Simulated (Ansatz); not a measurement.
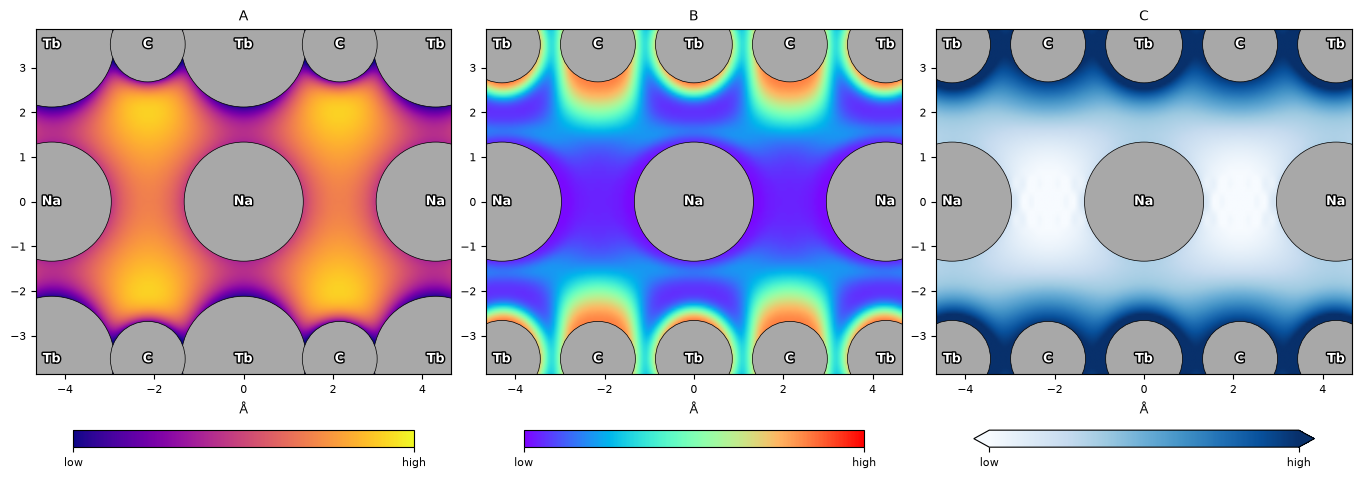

NaTbC: 3 fields on the (11̄0) plane of the conventional cell, with unlabelled colour scales. Grey discs cover the atomic cores.

Space group P4/mmm; a structure generated by program, which may or may not match a known phase; computed without spin polarisation; no Hubbard U on the f states and no spin–orbit coupling.

The calculation used DFT PBE, scalar-relativistic, plane waves, PAW; 4f electrons in the core of a trivalent norm-conserving potential in Ansatz 0.2.0.

Which field does each panel show? The fields are: electron localisation function, electrostatic potential energy of an electron and valence pseudo-density.

Panel A: electrostatic potential energy of an electron (low next to the atoms, rising into the space between them). Panel B: electron localisation function. Panel C: valence pseudo-density. From the grid: Na–Tb (3.52 Å): ρ is about 0.04 e/Å³ halfway, with its minimum of 0.04 e/Å³ about 1.5 Å from Na; the ELF is about 0.10 at the midpoint (no shared electron pair shows on this line).
